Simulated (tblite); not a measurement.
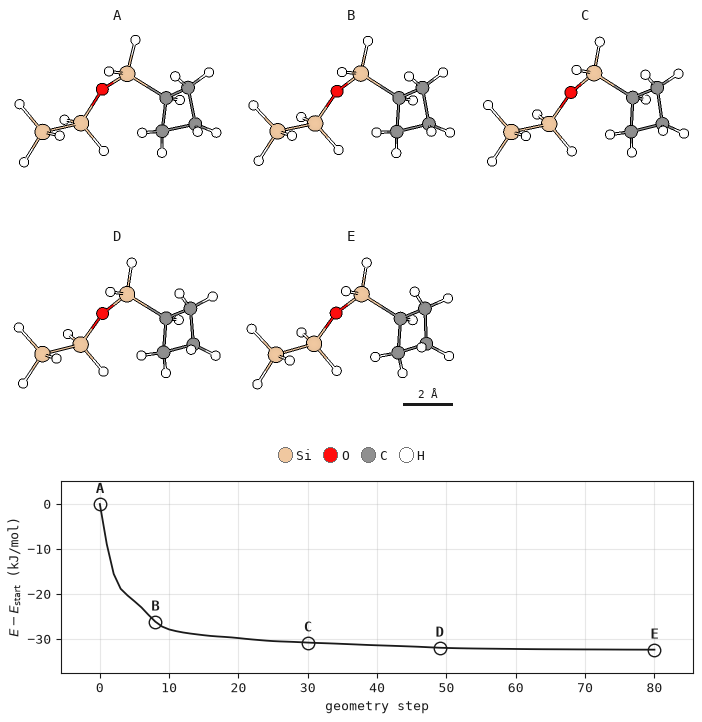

Frames of a relaxation of C₄H₁₄OSi₃, marked on the history of the run. The picture is a ball-and-stick view, seen at a tilt.

Level of theory: GFN2-xTB geometry optimisation, gas phase (tblite). 

What happens along the run?

An H atom moves most after the best rigid fit: 0.50 Å. By element the largest moves are H 0.50 Å, O 0.29 Å, C 0.20 Å, Si 0.09 Å. Some distances before and after: O–Si 1.661 → 1.619 Å, H–Si 1.491 → 1.461 Å, Si–Si 2.320 → 2.302 Å, C–C 1.545 → 1.535 Å. Among the angles between lasting bonds that change: Si–O–Si 138.8° → 155.2°, Si–Si–H 109.9° → 116.5°, H–Si–H 107.1° → 112.9°. Over 80 geometry steps the energy falls by 32.4 kJ/mol. Cost: 1.4 s on 1 thread of Arm Neoverse N1, on a shared host. From step 0 to 8: an H atom moves most (0.16 Å), energy −26.1 kJ/mol. From step 8 to 30: an H atom moves most (0.14 Å), energy −4.65 kJ/mol. From step 30 to 49: an H atom moves most (0.19 Å), energy −1.14 kJ/mol. From step 49 to 80: an H atom moves most (0.18 Å), energy −0.43 kJ/mol.

```csv
step,"E − E(0), kJ/mol"
0,0.00
1,-8.92
2,-15.53
3,-18.82
4,-20.32
5,-21.61
6,-22.96
7,-24.60
8,-26.12
9,-27.23
10,-27.86
14,-28.95
17,-29.42
21,-29.94
25,-30.45
28,-30.63
32,-30.90
36,-31.13
39,-31.33
43,-31.54
47,-31.78
51,-32.01
54,-32.09
58,-32.17
62,-32.23
65,-32.26
69,-32.29
73,-32.32
76,-32.34
80,-32.35
```
